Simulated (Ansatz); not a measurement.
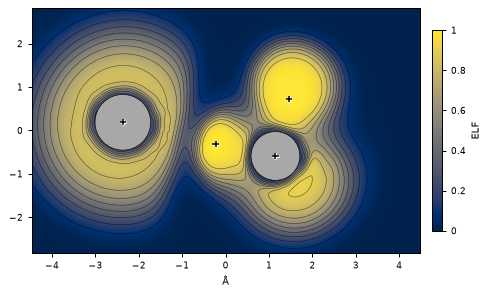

The electron localisation function on a plane through atoms (crosses mark nuclei in the plane; grey discs cover the cores).

Level of theory: RKS PBE0-D4/def2-TZVPPD (Ansatz 0.2.0).

Candidates:
A. Br···H2S (SMILES [Br-].S) (charge −1)
B. Cl···H2S (SMILES [Cl-].S) (charge −1)

Which system is this?

Candidate A: Br···H2S on the molecular plane, which holds Br, S and H. Br1···H4 (2.20 Å): the ELF climbs to about 1 towards the hydrogen, as it does in any bond to H. S–H (1.34 Å): the ELF climbs to about 1 towards the hydrogen.
